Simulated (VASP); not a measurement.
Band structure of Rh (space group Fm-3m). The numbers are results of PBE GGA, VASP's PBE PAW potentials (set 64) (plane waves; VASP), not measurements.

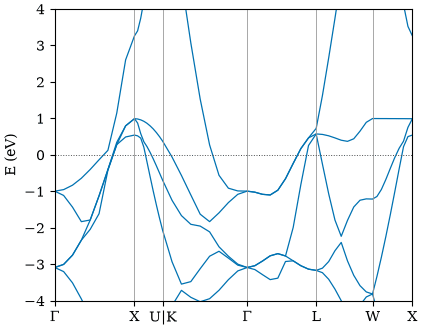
Figure. Bands along high-symmetry lines, zero at the valence-band maximum or, without a gap, the Fermi level

Problem. Read the plot: is there a gap, and where are the band edges?

Solution. It has no gap at this level: it comes out as a metal or semimetal.

The structure is a typed Rh crystal (Fm-3m). The cell was not relaxed at this level.
